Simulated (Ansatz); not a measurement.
**CH3ClGeS: one change and its effect**

System: CH3ClGeS, SMILES C[S][Ge][Cl].
Method of run A: RKS SPW92/def2-TZVPP (Ansatz 0.2.0).

The geometry comes from this level: PBE0-D4/def2-TZVP. Text and figures count atoms from 1; the logs count them from 0 in places.

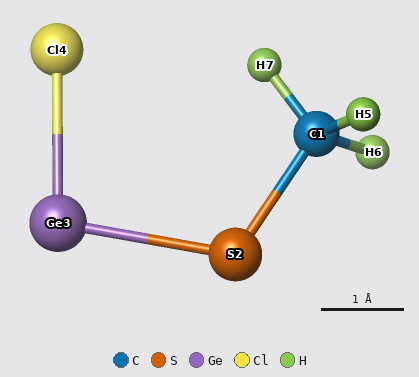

Figure 1. The input geometry (ball-and-stick view, seen at a tilt; atoms are numbered from 1 in the order of the input). Sticks mark near contacts.

The input, run A:
```yaml
crystal:
  periodic: [false, false, false]
  atoms:
    - {symbol: C, position_ang: [-0.338989, 0.711226, -0.543439]}
    - {symbol: S, position_ang: [0.724478, -0.654632, -1.064443]}
    - {symbol: Ge, position_ang: [1.201694, -2.013502, 0.623390]}
    - {symbol: Cl, position_ang: [0.121285, -1.067834, 2.295062]}
    - {symbol: H, position_ang: [0.172348, 1.646835, -0.767063]}
    - {symbol: H, position_ang: [-1.267222, 0.659649, -1.111358]}
    - {symbol: H, position_ang: [-0.552393, 0.650059, 0.522351]}
basis:
  gaussian: {orbitals: def2-TZVPP}
hamiltonian: {xc: lda}
output: {orbitals: {seedname: orbitals}}
```

Hardware: 2 CPU threads, shared host.

Output (run A):
```
Functional definition: SPW92
  exchange = slater_x
  correlation = pw_c
1293 factors; their error is unknown
mean field evaluation 1: about -80782.5692 eV, gradient 6.5e1 eV
mean field evaluation 2: about -80736.5182 eV, gradient 1.3e2 eV
mean field evaluation 4: about -80790.3191 eV, gradient 2.1e1 eV
mean field evaluation 8: about -80791.5811 eV, gradient 2.6e-1 eV
mean field evaluation 16: about -80791.5538 eV, gradient 2.1e-4 eV
mean field -80791.55381453 eV, -2969.0348402020 hartree, gradient 8.0e-5 eV, S^2 0.000000; 0 other end points of the search recorded, 0 dependent functions left out
reference -80791.55384678 eV, -2969.0348413871 hartree; 37, 37 occupied and 168, 168 virtual orbitals, 1293 factors
Total energy: -80791.55384678 eV, -2969.0348413871 hartree
```

Run B used a changed input.

The two runs side by side:

| quantity | run A | run B |
| --- | --- | --- |
| outcome | converged | converged |
| total energy (hartree) | −2969.034841 | −2975.083458 |
| HOMO (eV) | −6.46 | −9.55 |
| LUMO (eV) | −3.34 | −0.47 |
| basis functions | 205 | 205 |
| wall time (shared host) | 1.2 s | 8 s |

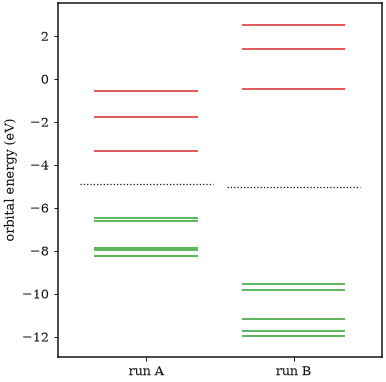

Figure 2. The five highest filled and three lowest empty orbital energies of the two runs; the dotted lines part filled from empty levels. The HOMO–LUMO gap is 3.12 eV in run A and 9.08 eV in run B.

What was changed in the input?

The change (lines with − go, lines with + come):
```diff
-hamiltonian: {xc: lda}
+hamiltonian: {xc: {name: wB97X-V}}
```

The total energies belong to different methods, so their difference says nothing on which is more stable or more accurate. The HOMO goes from −6.46 to −9.55 eV. The LUMO goes from −3.34 to −0.47 eV.

Output (run B):
```
Functional definition: wB97X-V
  parameter omega = 0.3/bohr
  parameter cx = 0.167
  parameter cx1 = 0.603
  parameter cx2 = 1.194
  parameter css0 = 0.556
  parameter css1 = -0.257
  parameter cos0 = 1.219
  parameter cos1 = -1.850
  parameter b = 6.0
  parameter c = 0.01
  exchange = spin_sum(e_x_unif_sr(omega)*poly(b97_u_x, 1 - cx, cx1, cx2)) + cx*exact_x_sr(omega) + exact_x_lr(omega)
  correlation = spin_sum(e_c_pw_same_spin*poly(b97_u_same, css0, css1))
      + integral(e_c_pw_opposite_spin*poly(b97_u_opposite, cos0, cos1)) + vv10(b, c)
1347 factors; their error is unknown
247 factors; integrals over basis functions are off by at most 3.8e-5 eV
mean field evaluation 1: about -80953.3533 eV, gradient 3.3e1 eV
mean field evaluation 2: about -80954.1493 eV, gradient 3.1e1 eV
mean field evaluation 4: about -80955.9409 eV, gradient 1.4e0 eV
mean field evaluation 8: about -80955.9508 eV, gradient 3.0e-2 eV
mean field evaluation 16: about -80956.1451 eV, gradient 2.0e-4 eV
mean field -80956.14510494 eV, -2975.0834585606 hartree, gradient 8.7e-5 eV, S^2 0.000000; 0 other end points of the search recorded, 0 dependent functions left out
reference -80956.14510326 eV, -2975.0834584988 hartree; 37, 37 occupied and 168, 168 virtual orbitals, 1347 factors
Total energy: -80956.14510326 eV, -2975.0834584988 hartree
```
